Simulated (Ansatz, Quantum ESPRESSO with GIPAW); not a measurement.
# Solid-state NMR of Al2O3 (Corundum) by GIPAW, part 2 of 2

Wanted: NMR shieldings and quadrupolar couplings for each site of Al2O3 (Corundum).

What was measured: 27Al quadrupolar coupling 2.38 MHz and 27Al asymmetry η_Q 0, in “\it Ab initio 27Al NMR chemical shifts and quadrupolar parameters for Al2O3 phases and their precursors” (2011; arXiv:1110.0231), quoting earlier work. 27Al quadrupolar coupling 2.4 MHz, in “NMR spectroscopy of electroceramics – Applications to lead-free perovskite oxides” (Groszewicz, Open Ceramics 5, 100083, 2021), quoting earlier work. 17O quadrupolar coupling 2.17 MHz, in “Synthesis and multinuclear magnetic resonance studies of some nitrogen-containing ceramic phases” (Leach, Durham University PhD thesis, 1990), quoting earlier work. Signs of C_Q are not measured.

Quantum ESPRESSO with GIPAW; PBE.

So far. Step 3 (Shieldings): An axis of order three or more runs through Al, so two principal values coincide and the skew is ±1. In this run the largest span is that of Al (site symmetry 3), with principal values 525.1, 537.1 and 537.1 ppm.

## Step 4: Quadrupolar couplings

27Al and 17O have a quadrupole moment, which couples to the field gradient and broadens the lines. The gradient is a property of the ground-state density and needs no response; it is taken from a second code that counts the whole PAW charge. C_Q = eQV_zz/h, with Q = 0.1466 barn for 27Al, -0.02558 barn for 17O.

This step: DFT, PBE, plane-wave PAW, default files (PAW set soft_2), scalar-relativistic, field gradients (Ansatz 0.2.0), on the same atoms.

The gradients were asked for in a first single point on this cell, whose log ends:

```text
[... set-up, SCF cycles and energies left out ...]
--- PAW observables at the nuclei: V_zz in 10²¹ V/m², potentials from the cell's mean, atoms counted from 1 ---
  atom   1  Al V_zz =    +0.571881   η = 0.0000   by run symmetry: allowed   C_q = +2.0272 MHz
  atom   2  Al V_zz =    +0.571881   η = 0.0000   by run symmetry: allowed   C_q = +2.0272 MHz
  atom   3  Al V_zz =    +0.571881   η = 0.0000   by run symmetry: allowed   C_q = +2.0272 MHz
  atom   4  Al V_zz =    +0.571881   η = 0.0000   by run symmetry: allowed   C_q = +2.0272 MHz
  atom   5  O  V_zz =    -3.882694   η = 0.5071   by run symmetry: allowed   C_q = +2.4015 MHz
  atom   6  O  V_zz =    -3.882694   η = 0.5071   by run symmetry: allowed   C_q = +2.4015 MHz
  atom   7  O  V_zz =    -3.882694   η = 0.5071   by run symmetry: allowed   C_q = +2.4015 MHz
  atom   8  O  V_zz =    -3.882694   η = 0.5071   by run symmetry: allowed   C_q = +2.4015 MHz
  atom   9  O  V_zz =    -3.882694   η = 0.5071   by run symmetry: allowed   C_q = +2.4015 MHz
  atom  10  O  V_zz =    -3.882694   η = 0.5071   by run symmetry: allowed   C_q = +2.4015 MHz
[the lines on potentials at the nuclei are left out]
```

Run time: 1.2 s. Hardware: 8 threads of Arm Neoverse V1, shared host; peak memory 0.43 GiB; 3.8 s of CPU time.

The same from gipaw.x, job efg (1.5 s), which warns that it leaves out the neighbours' augmentation charge. V_zz in 10²¹ V/m²:

| site | Ansatz | gipaw.x | η_Q, first | η_Q, second |
| --- | --- | --- | --- | --- |
| Al | 0.572 | 0.559 | 0.00 | 0.00 |
| O | -3.883 | -3.788 | 0.51 | 0.49 |

Gradients over 0.05 agree within 3 %.

Among nuclei of half-integer spin the second-order effect is largest for 17O on O (spin 5/2, C_Q 2.40 MHz): at 9.4 T it moves the centre of gravity of the MAS line by -13 ppm from δ_iso, and by a quarter of that at twice the field, by δ_Q = −(3/40)(C_Q/ν0)²(1 + η²/3)[I(I+1) − 3/4]/[I²(2I−1)²] × 10⁶ ppm with ν0 = 54.3 MHz.

## Step 5: From shieldings to shifts

Covalently bonded atoms count as neighbours within 1.18 times the sum of their radii. Otherwise a cation's neighbours lie within 1.2 times its shortest bond (1.3 for large cations, each anion's radius taken off where they differ), and an anion's are the cations that count it.

| site | atom no. | atoms in cell | surroundings | bonds (Å) | σ_iso (ppm) | C_Q (MHz) | η_Q |
| --- | --- | --- | --- | --- | --- | --- | --- |
| Al | 1 | 4 | AlO6 | 1.85 to 1.97 | 533.1 | 2.03 | 0.00 |
| O | 5 | 6 | bound to Al4 | 1.85 to 1.97 | 168.3 | 2.40 | 0.51 |

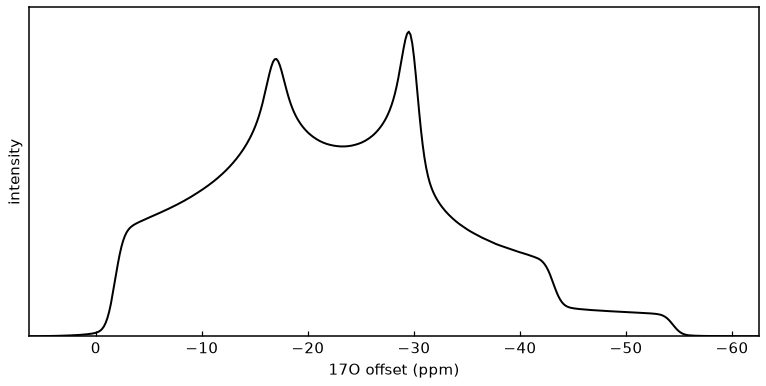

Simulated spectrum: 17O fast MAS, 7.05 T (40.7 MHz), central transition to second order, lines broadened by 1.5 ppm; the axis counts ppm from the isotropic position of O, as −Δσ; rigid lattice, with dipolar and J couplings and satellite transitions left out. Most prominent maxima (ppm: height): -17.0: 0.91, -29.5: 1.00.

## Step 6: Cost against result

Each row names what was changed: another functional shows how far the paramagnetic term hangs on the exchange-correlation form; another cutoff tests the basis; another mesh tests the sampling of the zone.

Changes of σ_iso (ppm) against the run above (PBE, cutoffs 55 and 330 Ry, mesh 4×4×4, 31 min). Times are CPU times of pw.x and gipaw.x together, on 8 MPI ranks of Arm Neoverse V1, shared host; on a shared host they are rough. A run is marked as doubtful where the f-sum miss passes 0.015 electrons, or that much for each three atoms in larger cells (with Tl, Pb, Hg, Bi or Sn a third of that, or a mesh spacing over 0.26 Å⁻¹), or where the susceptibility is unphysically large.

| run | CPU time | f-sum miss | Al | O |
| --- | --- | --- | --- | --- |
| LDA | 27 min | 0.0072 | -12.4 | -15.1 |
| cutoffs 40 and 330 Ry (coarse on purpose) | 18 min | 0.044 | +0.1 | -0.3 |
| mesh 2×2×2 (marked) | 11 min | 0.42 | -9.1 | -57.3 |

The largest move is -57.3 ppm, on O, from mesh 2×2×2.

## Step 7: Calculated and measured

| quantity | site | measured | calculated | difference |
| --- | --- | --- | --- | --- |
| 27Al quadrupolar coupling (MHz) | Al | 2.38 | 2.03 | -0.35 |
| 27Al asymmetry η_Q () | Al | 0 | 0.00 | +0.00 |
| 27Al quadrupolar coupling (MHz) | Al | 2.4 | 2.03 | -0.37 |
| 17O quadrupolar coupling (MHz) | O | 2.17 | 2.40 | +0.23 |

## Step 8: What came out

| Quantity | Value |
| --- | --- |
| 27Al shielding without shape term | 533.1 ppm |
| 27Al size of C_Q | 2.03 MHz |
| 17O shielding without shape term | 168.3 ppm |
| 17O size of C_Q | 2.40 MHz |

**Reading.** 27Al has one site (AlO6), with isotropic shielding 533.1 ppm (shape term left out) and C_Q 2.03 MHz. A shift needs a reference, δ = σ_ref − σ, fixed on measured compounds; for 27Al of this kind at this level too few were at hand, or they scattered too widely about a line, so none is given. The couplings are off by up to 15.6 %. The cause was not traced; the calculation is for static atoms, and field gradients are sensitive to small errors of the structure. A finer mesh and a higher cutoff were not carried through on these files. The cheaper run with cutoffs 40 and 330 Ry takes about 60 % of the time and is off by 0.066 ppm on Al, and by 0.31 ppm at most. The largest change with the functional is 15.1 ppm in absolute shielding; part of that drops out once each functional has its own reference line. In PBE checks against another PAW code, field gradients made this way came out 2 to 6 % larger on O (three silicas and corundum) and 10 % smaller on Al (corundum alone). This build of gipaw.x prints that it is not audited and that its numbers are no references by themselves. It also reports spline_ps as false although the input sets it; why was not traced. pw.x warned of eigenvalues not converged in some cycles of 2 ground-state runs, which then met the threshold.

[Banner, clock, file and message-heading lines were taken out of the pw.x and gipaw.x logs.]

[Logs are printed without paths, hosts, clocks, repeated set-up lines and the standing remarks that a program may print on its own settings, such as how far it seeks lower states.]

[Hosts, paths, dates, database ids (printed as entryN), source tags and the programs' standing remarks are cut or masked in the printed files.]

[Where no reference line passes its bar on scatter, no shift is given, so a measured shift of this compound may stand uncompared.]
